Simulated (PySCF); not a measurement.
# doublet [BSiH5]+ at 6 levels

Aim: a comparison of 6 runs (U-r2SCAN/STO-3G, UB3LYP/STO-3G, UPBE0/STO-3G, USVWN5/STO-3G, NEVPT2(3,3)/STO-3G, ROCCSD(T)/STO-3G) of doublet [BSiH5]+. 

Program for the calculation: PySCF 2.14.0.

2 further runs of the same task are left out: 2 set aside as unsound or not needed.

## (1) The system as given

[BSiH5]+ has 7 atoms, charge +1, and is taken as a doublet. As SMILES of the parent species, `B[SiH3]`. The shape is that of a PBE0-D4/def2-TZVP optimisation. That shape belongs to the parent species and isn't relaxed for this state.

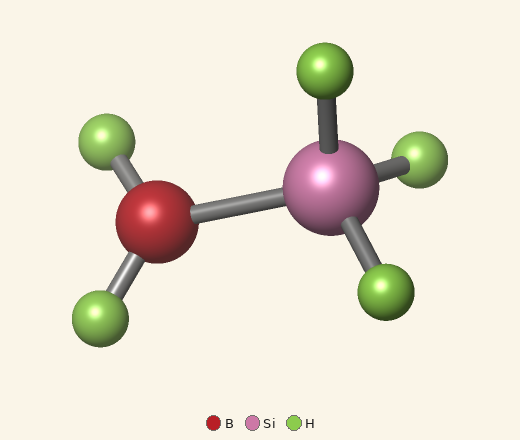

Viewed from a chosen angle; boron red, silicon pink, hydrogen green.

## (2) The energy at U-r2SCAN/STO-3G (run 1)

Contents of input.py:

```python
from pyscf import gto, dft

mol = gto.Mole()
mol.atom = '''
B     -0.081636    -2.246884     0.386071
Si     0.168375     1.484002    -0.280624
H     -2.127832    -3.194771     0.548210
H      1.712848    -3.595204     0.633814
H     -1.164071     2.066227    -2.697017
H     -1.178433     2.866148     1.775587
H      2.786401     2.492171    -0.452589
'''
mol.verbose = 3
mol.max_memory = 1860
mol.charge = 1
mol.unit = 'bohr'
mol.spin = 1
mol.basis = 'sto-3g'
mol.build()

ks = dft.UKS(mol, xc='r2scan')
ks.conv_tol = 1e-10
ks.grids.level = 5
ks.kernel()
if not ks.converged:
    ks = ks.newton().run(ks.mo_coeff, ks.mo_occ)

energy = ks.e_tot
print('Final energy', energy)
```

Command:

```sh
$ OMP_NUM_THREADS=1 python input.py
```

The program printed:

```text
converged SCF energy = -313.228584181037  <S^2> = 0.7509231  2S+1 = 2.0009229
Final energy -313.2285841810365
```

Wall time 9.3 s (1 thread of Arm Neoverse V1, shared host); peak memory 0.23 GiB.

## (3) A single-point energy at UB3LYP/STO-3G (run 2)

Contents of job.py:

```python
from pyscf import gto, dft

mol = gto.M(
    atom='''
B     -0.081636    -2.246884     0.386071
Si     0.168375     1.484002    -0.280624
H     -2.127832    -3.194771     0.548210
H      1.712848    -3.595204     0.633814
H     -1.164071     2.066227    -2.697017
H     -1.178433     2.866148     1.775587
H      2.786401     2.492171    -0.452589
''',
    basis='sto-3g',
    charge=1,
    max_memory=1860,
    spin=1,
    unit='bohr',
    verbose=3,
)

calc0 = dft.UKS(mol, xc='b3lyp')
calc0.grids.level = 5
calc0.conv_tol = 1e-10
calc0.kernel()
if not calc0.converged:
    calc0 = calc0.newton().run(calc0.mo_coeff, calc0.mo_occ)

energy = calc0.e_tot
print('Final energy', energy)
```

Command:

```sh
$ OMP_NUM_THREADS=1 python job.py
```

The program printed:

```text
WARN: HOMO -0.276274695433578 >= LUMO -0.276274695433579

converged SCF energy = -313.28750130465  <S^2> = 0.75073489  2S+1 = 2.0007348
Final energy -313.28750130464977
```

Wall time 6.3 s (1 thread of Arm Neoverse V1, shared host); peak memory 0.21 GiB.

Runs 3 to 5 aren't shown in full; the table further down has their settings and results.

## (4) A single-point energy at ROCCSD(T)/STO-3G (run 6)

Contents of calc.py:

```python
from pyscf import gto, scf, cc

mol = gto.M(
    atom='''
B   -0.043200  -1.189000   0.204300
Si   0.089100   0.785300  -0.148500
H   -1.126000  -1.690600   0.290100
H    0.906400  -1.902500   0.335400
H   -0.616000   1.093400  -1.427200
H   -0.623600   1.516700   0.939600
H    1.474500   1.318800  -0.239500
''',
    verbose=4,
    spin=1,
    basis='sto-3g',
    charge=1,
    max_memory=1860,
)

myscf = scf.ROHF(mol)
myscf.conv_tol = 1e-10
myscf.kernel()
if not myscf.converged:
    myscf = myscf.newton().run(myscf.mo_coeff, myscf.mo_occ)

mycc = cc.CCSD(myscf, frozen=6)
mycc.kernel()
e_t = mycc.ccsd_t()
e_tot = mycc.e_tot + e_t
print(f'total energy: {e_tot:.8f} hartree')
```

Command:

```sh
$ OMP_NUM_THREADS=1 python calc.py
```

The program printed:

```text
PySCF version 2.14.0

[... 61 lines left out ...]
converged SCF energy = -312.515987444769
[... 1 line left out ...]
WARN: RCCSD method does not support ROHF method. ROHF object is converted to UHF object and UCCSD method is called.
[... 12 lines left out ...]
Init t2, MP2 energy = -0.0717880448581823
[... 18 lines left out ...]
UCCSD converged
[... 2 lines left out ...]
total energy: -312.62524813 hartree
```

Run time: 1 s. Hardware: 1 thread of Arm Neoverse V1, shared host; peak memory 0.12 GiB.

## (5) Overview of the runs

| run | level | integration grid | active selection | energy (Eh) | HOMO energy (eV) | LUMO energy (eV) | ⟨S²⟩ | wall time |
| --- | --- | --- | --- | --- | --- | --- | --- | --- |
| 1 | U-r2SCAN/STO-3G | 5 | – | -313.228584 | -14.00 | -13.19 | 0.751 | 9.3 s |
| 2 | UB3LYP/STO-3G | 5 | – | -313.287501 | -14.76 | -12.80 | 0.751 | 6.3 s |
| 3 | UPBE0/STO-3G | 5 | – | -313.112078 | -14.92 | -12.46 | 0.751 | 5.4 s |
| 4 | USVWN5/STO-3G | 5 | – | -311.740448 | -13.44 | -13.43 | 0.750 | 6.6 s |
| 5 | NEVPT2(3,3)/STO-3G | – | mp2 natural orbitals | -312.596632 | – | – | – | 1 s |
| 6 | ROCCSD(T)/STO-3G | – | – | -312.625248 | – | – | 0.750 | 1 s |

## (6) Outcome

```
                                          quantity          value
                               run 6: total energy  -312.62525 Eh
run 6: correlation energy (6 core orbitals frozen)     -109.3 mEh
                             run 6: (T) correction      -1.16 mEh
          run 6: ⟨S²⟩ of the reference determinant          0.750
                              run 6: T1 diagnostic          0.012
```

**Reading.** Totals of different functionals can't be ranked against each other. In runs 1, 2, 3, 4, 5, 6 the basis is minimal, so the values are rough. All runs together took 30 s, the longest 9.3 s.
